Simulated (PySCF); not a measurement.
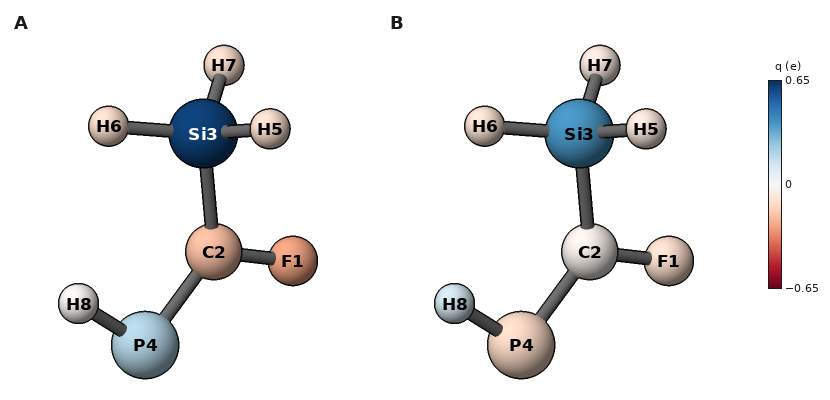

Atomic charges of one calculation by 2 schemes, on one colour scale. The geometry was computed by an optimisation with GFN2-xTB. No frequency run is at hand to confirm it as a minimum. Computed with PBE0/pcSseg-1 (PySCF 2.14.0).

**The schemes are ESP-fitted, IAO. Which panel shows which?**

A IAO, B ESP-fitted.

List the charges (e), one line for each set of equivalent atoms.

| atom | IAO | ESP-fitted |
| --- | --- | --- |
| F1 | −0.25 | −0.11 |
| C2 | −0.20 | −0.03 |
| Si3 | 0.60 | 0.38 |
| P4 | 0.19 | −0.12 |
| H5 | −0.11 | −0.07 |
| H6 | −0.11 | −0.09 |
| H7 | −0.10 | −0.06 |
| H8 | −0.02 | 0.11 |

The geometry is semi-empirical. Around P, Si such bond lengths and angles can be off by a tenth of an ångström or more and by several degrees, and values that hang on the shape move with them.
